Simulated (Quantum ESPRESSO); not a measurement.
# Core-hole calculation of the Zn K edge in ZnCu (Pm-3m)

What does one-electron theory with a core hole give for the Zn K edge of ZnCu (Pm-3m)?

Program: Quantum ESPRESSO 7.5. Level of theory: X-ray absorption near-edge structure, plane-wave PAW PBE, one-electron final states by a Lanczos continued fraction. Results are calculated unless marked as measured.

### 1. Set-up

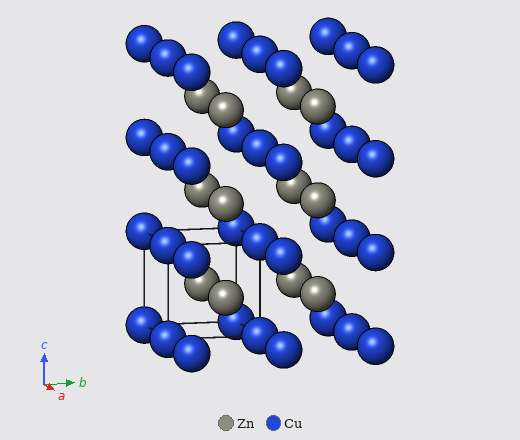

The starting structure, seen slightly off an axis (zinc grey, copper blue). 2×2×3 cells are drawn. Some periodic images of atoms are drawn too.

### 2. Ground state of the crystal

A plain self-consistent run shows whether there is a gap, which decides the set-up of the core-hole run.

Input file scf.in:

```
&control
   calculation='scf', prefix='x', pseudo_dir='../pp', outdir='tmp', tprnfor=.true.
/
&system
   ibrav=0, nat=2, ntyp=2, nbnd=16
   ecutwfc=62, ecutrho=400
   occupations='smearing', smearing='mv', degauss=0.015
/
&electrons
   conv_thr=2.0e-08, electron_maxstep=120
   mixing_beta=0.5
/
ATOMIC_SPECIES
Zn3 1.0 Zn.pbe-dn-kjpaw.UPF
Cu 1.0 Cu.pbe-dn-kjpaw.UPF
CELL_PARAMETERS angstrom
  2.94500000 0.00000000 0.00000000
  0.00000000 2.94500000 0.00000000
  0.00000000 0.00000000 2.94500000
ATOMIC_POSITIONS crystal
Zn3  0.50000000 0.50000000 0.50000000
Cu   0.00000000 0.00000000 0.00000000
K_POINTS automatic
9 9 9 0 0 0
```

Input file Zn.pbe-dn-kjpaw.ld1.in:

```
&input
   title='Zn', zed=30., rel=1, iswitch=3, dft='PBE',
   config='[Ar] 4s2 4p0.3 3d9.7'
/
&inputp
   file_pseudopw='Zn.pbe-dn-kjpaw.UPF', author='',
   lpaw=.true.,
   pseudotype=3,
   lloc=-1,
   rcloc=1.9,
   which_augfun='PSQ',
   rmatch_augfun_nc=.true.,
   nlcc=.true.,
   new_core_ps=.true.,
   rcore=1.0,
   tm=.true.,
   lgipaw_reconstruction=.true., use_paw_as_gipaw=.true.
/
6
4S  1  0  2.00  0.00  1.20  2.20  0.0
4S  1  0  0.00  6.10  1.20  2.20  0.0
4P  2  1  0.30  0.00  1.20  2.20  0.0
4P  2  1  0.00  6.30  1.20  2.20  0.0
3D  3  2  9.70  0.00  1.20  1.70  0.0
3D  3  2  0.00 -0.80  1.20  1.70  0.0
```

Input file Cu.pbe-dn-kjpaw.ld1.in:

```
&input
   title='Cu', zed=29., rel=1, iswitch=3, dft='PBE',
   config='[Ar] 4s1.5 4p0 3d9.5'
/
&inputp
   file_pseudopw='Cu.pbe-dn-kjpaw.UPF', author='',
   lpaw=.true.,
   pseudotype=3,
   lloc=-1,
   rcloc=1.9,
   which_augfun='PSQ',
   rmatch_augfun_nc=.true.,
   nlcc=.true.,
   new_core_ps=.true.,
   rcore=1.0,
   tm=.true.,
   lgipaw_reconstruction=.true., use_paw_as_gipaw=.true.
/
6
4S  1  0  1.50  0.00  1.30  2.10  0.0
4S  1  0  0.00  6.10  1.30  2.10  0.0
4P  2  1  0.00  0.00  1.30  2.10  0.0
4P  2  1  0.00  6.30  1.30  2.10  0.0
3D  3  2  9.50  0.00  1.30  1.80  0.0
3D  3  2  0.00 -0.20  1.30  1.80  0.0
```

Launch:

```console
$ OMP_NUM_THREADS=1 mpirun --oversubscribe --bind-to none -np 4 pw.x -nk 4 -in scf.in > scf.out
```

The log of the run:

```text
     [... banner and references ...]
using ibrav=0 with symmetry is DISCOURAGED, use correct ibrav instead

     G-vector sticks info
     --------------------

     Using Slab Decomposition

     bravais-lattice index     =            0
     lattice parameter (alat)  =       5.5652  a.u.
     unit-cell volume          =     172.3664 (a.u.)^3
     number of atoms/cell      =            2
     number of atomic types    =            2
     number of electrons       =        23.00
     number of Kohn-Sham states=           16
     kinetic-energy cutoff     =      62.0000  Ry
     charge density cutoff     =     400.0000  Ry
     scf convergence threshold =      2.0E-08
     mixing beta               =       0.5000
     number of iterations used =            8  plain     mixing
     Exchange-correlation= SLA  PW   PBX  PBC
                           (   1   4   3   4   0   0   0)

     celldm(1)=   5.565243  celldm(2)=   0.000000  celldm(3)=   0.000000
     celldm(4)=   0.000000  celldm(5)=   0.000000  celldm(6)=   0.000000

     crystal axes: (cart. coord. in units of alat)
               a(1) = (   1.000000   0.000000   0.000000 )
               a(2) = (   0.000000   1.000000   0.000000 )
               a(3) = (   0.000000   0.000000   1.000000 )

     reciprocal axes: (cart. coord. in units 2 pi/alat)
               b(1) = (  1.000000  0.000000  0.000000 )
               b(2) = (  0.000000  1.000000  0.000000 )
               b(3) = (  0.000000  0.000000  1.000000 )

     PseudoPot. #1 for Zn:     Pseudo is Projector augmented-wave + core cor, Zval = 12.0

     PseudoPot. #2 for Cu:     Pseudo is Projector augmented-wave + core cor, Zval = 11.0

     atomic species   valence    mass     pseudopotential
     Zn3              12.00     1.00000     Zn( 1.00)
     Cu               11.00     1.00000     Cu( 1.00)

     48 Sym. Ops., with inversion, found

   Cartesian axes

     site n.     atom                  positions (alat units)
         1        Zn3    tau(   1) = (   0.5000000   0.5000000   0.5000000  )
         2        Cu     tau(   2) = (   0.0000000   0.0000000   0.0000000  )

     number of k points=    35  Marzari-Vanderbilt smearing, width (Ry)=  0.0150
                       cart. coord. in units 2pi/alat
        k(    1) = (   0.0000000   0.0000000   0.0000000), wk =   0.0027435
        k(    2) = (   0.0000000   0.0000000   0.1111111), wk =   0.0164609
        k(    3) = (   0.0000000   0.0000000   0.2222222), wk =   0.0164609
        k(    4) = (   0.0000000   0.0000000   0.3333333), wk =   0.0164609
        k(    5) = (   0.0000000   0.0000000   0.4444444), wk =   0.0164609
[...]
k(   33) = (   0.3333333   0.3333333   0.4444444), wk =   0.0658436
        k(   34) = (   0.3333333   0.4444444   0.4444444), wk =   0.0658436
        k(   35) = (   0.4444444   0.4444444   0.4444444), wk =   0.0219479

     Dense  grid:    23127 G-vectors     FFT dimensions: (  36,  36,  36)

     Smooth grid:    11363 G-vectors     FFT dimensions: (  27,  27,  27)

     Initial potential from superposition of free atoms

     starting charge      22.9960, renormalised to      23.0000
     Starting wfcs are   18 randomized atomic wfcs
     Checking if some PAW data can be deallocated...

     per-process dynamical memory:    39.2 Mb

     Self-consistent Calculation

     iteration #  1     ecut=    62.00 Ry     beta= 0.50
     Davidson diagonalization with overlap
     ethr =  1.00E-02,  avg # of iterations =  4.0

     Threshold (ethr) on eigenvalues was too large:
     Diagonalizing with lowered threshold

     Davidson diagonalization with overlap
     ethr =  3.11E-04,  avg # of iterations =  2.1

     total energy              =    -456.79195600 Ry
     estimated scf accuracy    <       0.07901355 Ry

     iteration #  2     ecut=    62.00 Ry     beta= 0.50
     Davidson diagonalization with overlap
     ethr =  3.44E-04,  avg # of iterations =  2.1

     total energy              =    -456.80801476 Ry
     estimated scf accuracy    <       0.18538593 Ry

     iteration #  3     ecut=    62.00 Ry     beta= 0.50
     Davidson diagonalization with overlap
     ethr =  3.44E-04,  avg # of iterations =  2.1

     total energy              =    -456.83218735 Ry
     estimated scf accuracy    <       0.00116430 Ry

     iteration #  4     ecut=    62.00 Ry     beta= 0.50
     Davidson diagonalization with overlap
     ethr =  5.06E-06,  avg # of iterations =  5.5

     total energy              =    -456.83250366 Ry
     estimated scf accuracy    <       0.00029804 Ry

     iteration #  5     ecut=    62.00 Ry     beta= 0.50
     Davidson diagonalization with overlap
     ethr =  1.30E-06,  avg # of iterations =  1.7

     total energy              =    -456.83250266 Ry
     estimated scf accuracy    <       0.00011102 Ry

     iteration #  6     ecut=    62.00 Ry     beta= 0.50
     Davidson diagonalization with overlap
     ethr =  4.83E-07,  avg # of iterations =  1.1

     total energy              =    -456.83250686 Ry
     estimated scf accuracy    <       0.00001144 Ry

     iteration #  7     ecut=    62.00 Ry     beta= 0.50
     Davidson diagonalization with overlap
     ethr =  4.97E-08,  avg # of iterations =  2.1

     total energy              =    -456.83250961 Ry
     estimated scf accuracy    <       0.00000107 Ry

     iteration #  8     ecut=    62.00 Ry     beta= 0.50
     Davidson diagonalization with overlap
     ethr =  4.64E-09,  avg # of iterations =  1.9

     total energy              =    -456.83250947 Ry
     estimated scf accuracy    <       0.00000053 Ry

     iteration #  9     ecut=    62.00 Ry     beta= 0.50
     Davidson diagonalization with overlap
     ethr =  2.30E-09,  avg # of iterations =  1.9

     End of self-consistent calculation

          k = 0.0000 0.0000 0.0000 (  1365 PWs)   bands (ev):

     2.2748   4.8598   4.8598   5.5662   5.5662   5.5662   9.0956   9.0956
     9.9474   9.9474   9.9474  18.8508  18.8508  18.8508  23.8722  23.8724

          k = 0.0000 0.0000 0.1111 (  1390 PWs)   bands (ev):

     2.4976   4.8859   4.9076   5.5467   5.5467   5.5761   9.0820   9.1144
     9.8733   9.8733   9.9386  17.0449  19.1891  19.1891  23.9911  24.5035

          k = 0.0000 0.0000 0.2222 (  1406 PWs)   bands (ev):

     3.1457   4.9533   5.0441   5.4976   5.4976   5.6014   9.0466   9.1247
[...]
k = 0.0000 0.0000 0.3333 (  1426 PWs)   bands (ev):

[...]
k = 0.0000 0.0000 0.4444 (  1414 PWs)   bands (ev):

[...]
k = 0.3333 0.3333 0.4444 (  1426 PWs)   bands (ev):

[...]
k = 0.3333 0.4444 0.4444 (  1427 PWs)   bands (ev):

[...]
9.9433  10.1492  13.0621  14.3515  15.4884  16.9320  18.6362  20.5674

          k = 0.4444 0.4444 0.4444 (  1418 PWs)   bands (ev):

     4.9669   4.9958   4.9958   5.8286   5.8286   8.2854   8.4373   8.4373
    10.1572  10.1572  14.5015  16.1659  16.1659  16.5427  18.2685  18.2685

     the Fermi energy is    12.6979 ev

!    total energy              =    -456.83250957 Ry
     total all-electron energy =     -6902.109296 Ry
     estimated scf accuracy    <          7.0E-09 Ry
     smearing contrib. (-TS)   =       0.00002870 Ry
     internal energy E=F+TS    =    -456.83253827 Ry

     The total energy is F=E-TS. E is the sum of the following terms:
     one-electron contribution =     -80.77315049 Ry
     hartree contribution      =      74.22058410 Ry
     xc contribution           =     -91.85355526 Ry
     ewald contribution        =    -173.14515332 Ry
     one-center paw contrib.   =    -185.28126330 Ry

     convergence has been achieved in   9 iterations

     Forces acting on atoms (cartesian axes, Ry/au):

     atom    1 type  1   force =     0.00000000    0.00000000    0.00000000
     atom    2 type  2   force =     0.00000000    0.00000000    0.00000000

     Total force =     0.000000     Total SCF correction =     0.000000

     XML data file, charge density, pseudopotentials, collected wavefunctions

=------------------------------------------------------------------------------=
   JOB DONE.
=------------------------------------------------------------------------------=
```

It took 6.9 s on 4 MPI ranks of Intel Xeon Platinum 8259CL at 2.50GHz (Skylake/Cascade Lake), shared host; peak memory 0.08 GiB.

Absorbing atoms carry a label of their own (element plus a letter or digit), as the spectrum program needs them as separate species.

The mesh shows no gap, so the system is treated as a metal and the core electron is put at the Fermi level (neutral cell).

### 3. Spectrum without a core hole, Zn atom 1

Without a hole the spectrum is the empty density of states of the right symmetry on the absorber, weighted by matrix elements. It needs only the small cell and serves as the baseline.

The absorber has 8 Cu at 2.55 Å and 6 Zn at 2.94 Å (cube and octahedron, as in bcc, site symmetry m-3m).

Input file xspectra.in:

```
&input_xspectra
   calculation='xanes_dipole', edge='K'
   prefix='x', outdir='tmp', xiabs=1, xe0=12.6979
   xonly_plot=.false., x_save_file='xanes.sav'
   xniter=3000, xcheck_conv=20, xerror=0.005
   xcoordcrys=.false., xepsilon(1)=1, xepsilon(2)=0, xepsilon(3)=0
/
&plot
   xnepoint=413, xemin=-10, xemax=45, terminator=.true., cut_occ_states=.true.
   xgamma=0.4
/
&pseudos
   filecore='../Zn.wfc'
/
&cut_occ
   cut_desmooth=0.1, cut_stepl=0.05, cut_stepu=0.05, cut_ierror=1e-5
/
8 8 8 0 0 0
```

Launch:

```console
$ OMP_NUM_THREADS=1 mpirun --oversubscribe --bind-to none -np 4 xspectra.x -nk 4 -in xspectra.in > xspectra.out
```

The log of the run:

```text
     [... banner and references ...]
Reading input_file

     calculation: xanes_dipole

     xepsilon  [cartesian coordinates]:   1.000000   0.000000   0.000000

     xonly_plot: FALSE
        => complete calculation: Lanczos + spectrum plot

     filecore (core-wavefunction file): ../Zn.wfc

     main plot parameters:
        cut_occ_states: TRUE
        gamma_mode:  constant
        -> using xgamma [eV]:  0.40
        xemin [eV]: -10.00
        xemax [eV]:  45.00
        xnepoint:  413
        xe0 [eV]:  12.697900 (energy zero read in input file)

[...]
Results of STEP 1 successfully written in x_save_file
     x_save_file name:
     ->  xanes.sav
     x_save_file version:  2

     ... End STEP 1 ...

     ... Begin STEP 2 ...

     The spectrum is calculated using the following parameters:
        xe0 [eV]:   12.6979
        the occupied states are elimintate from the spectrum
        xemin [eV]: -10.00
        xemax [eV]:  45.00
        xnepoint:  413
        constant broadening parameter [eV]:    0.400
        Core level energy [eV]:  -9659.
         (from electron binding energy of neutral atoms in X-ray data booklet)

     Cross-section successfully written in xanes.dat

     ... End STEP 2 ...

                                END JOB XSpectra
```

Run time: 20 s. Hardware: 4 MPI ranks; peak memory 0.09 GiB; 78 s of CPU time.

The core hole lives too briefly for so narrow a line (tabulated full width 1.7 eV). The run keeps xgamma small, and the tables are broadened afterwards: Lorentzian half width 0.83 eV up to 4 eV, rising linearly to 1.75 eV at 25 eV (not a setting of the program: the run's 0.4 eV curve was folded afterwards with a further Lorentzian).

The Zn K spectrum, Zn atom 1, no core hole (energy from the energy zero of the input (xe0, at the border of filled and empty states); intensity scaled to a mean of 1 over the first 20 eV; folded afterwards to Lorentzian half width 0.83 eV up to 4 eV, rising linearly to 1.75 eV at 25 eV; the points at xe0, where the cut of filled states can leave a spike, are interpolated):

| E (eV) | intensity |
| --- | --- |
| -2.0 | 0.09 |
| -0.5 | 0.17 |
| 1.0 | 0.38 |
| 2.5 | 0.47 |
| 4.0 | 0.68 |
| 5.5 | 0.90 |
| 7.0 | 1.04 |
| 8.5 | 1.12 |
| 10.0 | 1.11 |
| 11.5 | 1.18 |
| 13.0 | 1.17 |
| 14.5 | 1.36 |
| 16.0 | 1.43 |
| 17.5 | 1.21 |
| 19.0 | 1.11 |
| 20.5 | 1.07 |
| 22.0 | 1.03 |
| 23.5 | 1.10 |
| 25.0 | 1.18 |
| 26.5 | 1.16 |
| 28.0 | 1.16 |
| 29.5 | 1.21 |
| 31.0 | 1.31 |

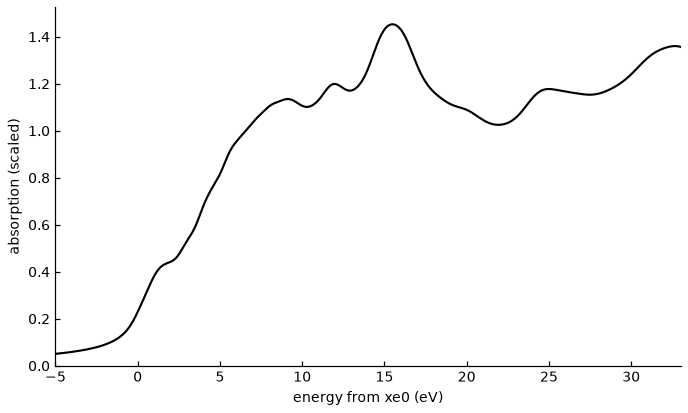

The Zn K edge, Zn atom 1, no core hole: main maxima at 12.0, 15.5 and 25.0 eV.

Main maxima below 30 eV (height): 9.1 eV (1.14), 12.0 eV (1.20), 15.5 eV (1.45) and 25.0 eV (1.18). A K edge sees empty p states on the absorber.

### 4. Reference energy of the supercell

The photon energy needs a difference of total energies, so the cell and mesh of the coming hole run are first run without a hole.

Input file scf.in:

```
&control
   calculation='scf', prefix='x', pseudo_dir='../pp', outdir='tmp', tprnfor=.true.
/
&system
   ibrav=0, nat=16, ntyp=2, nbnd=114
   ecutwfc=62, ecutrho=400
   occupations='smearing', smearing='mv', degauss=0.015
/
&electrons
   conv_thr=1.6e-07, electron_maxstep=120
   mixing_beta=0.5
/
ATOMIC_SPECIES
Zn 1.0 Zn.pbe-dn-kjpaw.UPF
Cu 1.0 Cu.pbe-dn-kjpaw.UPF
CELL_PARAMETERS angstrom
  5.89000000 0.00000000 0.00000000
  0.00000000 5.89000000 0.00000000
  0.00000000 0.00000000 5.89000000
ATOMIC_POSITIONS crystal
Zn   0.25000000 0.25000000 0.25000000
Zn   0.25000000 0.25000000 0.75000000
Zn   0.25000000 0.75000000 0.25000000
Zn   0.75000000 0.25000000 0.25000000
Zn   0.25000000 0.75000000 0.75000000
Zn   0.75000000 0.25000000 0.75000000
Zn   0.75000000 0.75000000 0.25000000
Zn   0.75000000 0.75000000 0.75000000
Cu   0.00000000 0.00000000 0.00000000
Cu   0.00000000 0.00000000 0.50000000
Cu   0.00000000 0.50000000 0.00000000
Cu   0.50000000 0.00000000 0.00000000
Cu   0.00000000 0.50000000 0.50000000
Cu   0.50000000 0.00000000 0.50000000
Cu   0.50000000 0.50000000 0.00000000
Cu   0.50000000 0.50000000 0.50000000
K_POINTS automatic
5 5 5 0 0 0
```

Launch:

```console
$ OMP_NUM_THREADS=1 mpirun --oversubscribe --bind-to none -np 4 pw.x -nk 4 -in scf.in > scf.out
```

The log of the run:

```text
     [... banner and references ...]
[banner, memory and clock lines left out]
Found identity + (  0.0000  0.0000 -0.5000) symmetry
     This is a supercell, fractional translations are disabled
     using ibrav=0 with symmetry is DISCOURAGED, use correct ibrav instead

     G-vector sticks info

     bravais-lattice index     =            0
     lattice parameter (alat)  =      11.1305  a.u.
     unit-cell volume          =    1378.9308 (a.u.)^3
[...]
atom    3 type  1   force =     0.00002870   -0.00002870    0.00002870
[...]
atom   15 type  2   force =     0.00000000    0.00000000    0.00000000
     atom   16 type  2   force =     0.00000000    0.00000000    0.00000000

     Total force =     0.000141     Total SCF correction =     0.000263
     SCF correction compared to forces is large: reduce conv_thr to get better values

     XML data file, charge density, pseudopotentials, collected wavefunctions
[key lines of the parts left out:]
!    total energy              =   -3654.66500388 Ry
the Fermi energy is    12.7684 ev
convergence has been achieved in  11 iterations
```

It took 2.1 min on 4 MPI ranks; peak memory 0.43 GiB; 8.5 min of CPU time.

Reference energy: -751263.915 eV with the cores included.

(Part 1 of 4 ends here.)

[Banner, clock and machine lines of the logs are left out without a mark of their own.]

[Logs are printed without paths, hosts, clocks, repeated set-up lines and the standing remarks that a program may print on its own settings, such as how far it seeks lower states.]

[Hosts, paths, dates, database ids (printed as entryN), source tags and the programs' standing remarks are cut or masked in the printed files.]

[Lists of maxima count a maximum above −3 eV only where it reaches 4 % of the highest in the window and stands out from its surroundings by 2 % of it (1.5 % where it reaches 55 %); shoulders and weaker maxima are passed over, and of the rest the first, up to two pre-edge ones and the few strongest are named.]
